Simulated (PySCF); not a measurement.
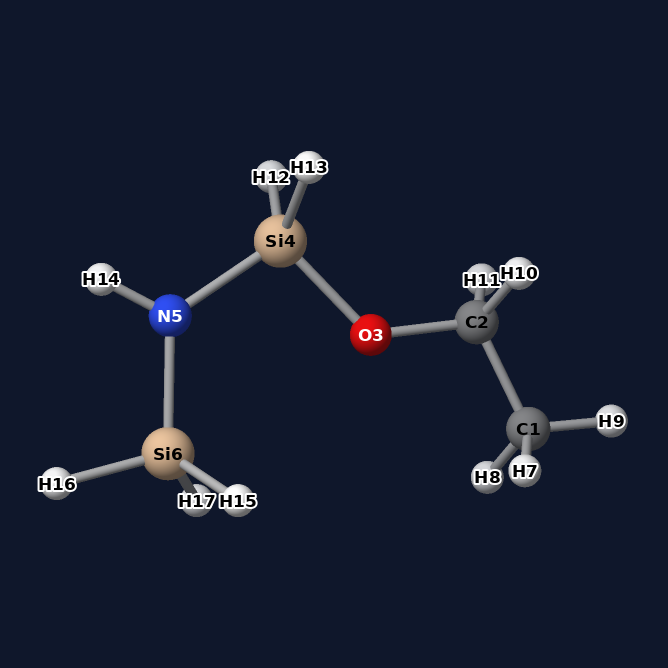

The computed structure is the end point of a PBE0-D3(BJ)/def2-SVP optimisation. No frequency run is at hand to confirm it as a minimum. Method: TDDFT CAM-B3LYP/def2-SVPD, vertical, gas phase, core orbitals frozen in the response (PySCF 2.14.0), and the same with a continuum solvent (IEF-PCM, Bondi radii x 1.2, gas-phase geometry).

How do dipole (D), HOMO–LUMO gap (eV), lowest singlet (eV) change in chloroform (ε = 4.7)?

| medium | dipole (D) | HOMO–LUMO gap (eV) | lowest singlet (eV) |
| --- | --- | --- | --- |
| gas phase | 1.21 | 9.73 | 6.36 |
| chloroform | 1.49 | 9.84 | 6.44 |
